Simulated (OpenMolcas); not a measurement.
# C2H5Cl: a line through the functionals

C2H5Cl: 8 atoms, total charge 0, spin state singlet. SMILES: `CCCl`. The coordinates come from a PBE0-D4/def2-TZVP relaxation.

The dipole moment y, in D, basis 6-311+G(d,p); a is the functional's share of exact exchange. Programs: OpenMolcas 26.06.

```
functional     program     a  y (D)
       PBE  OpenMolcas     0   2.12
      BLYP  OpenMolcas     0   2.12
     B3LYP  OpenMolcas   0.2   2.18
      PBE0  OpenMolcas  0.25      ?
     BHLYP  OpenMolcas   0.5   2.26
```

Task: Fit y = c + s·a to the known rows and predict PBE0.

Result: 
1. Means of the 4 rows: a = 0.1750, y = 2.170.
2. Σ(Δa)² = 0.1675, Σ(Δa·Δy) = 0.047, so the slope is 0.047/0.1675 = 0.2806.
3. Intercept: 2.170 − (0.2806) × 0.1750 = 2.121. The largest residual of the fit is 0.003.
4. PBE0: 2.121 + (0.2806) × 0.25 = 2.19 D.

The run gave 2.20 D, so the prediction is off by -0.01 D, at the rounding of the table. More exact exchange makes the molecule more polar here. The measured value is 2.05 D (NIST CCCBDB).

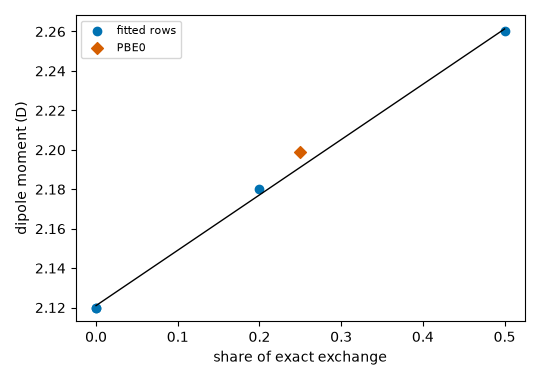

The fitted line, with the withheld row.
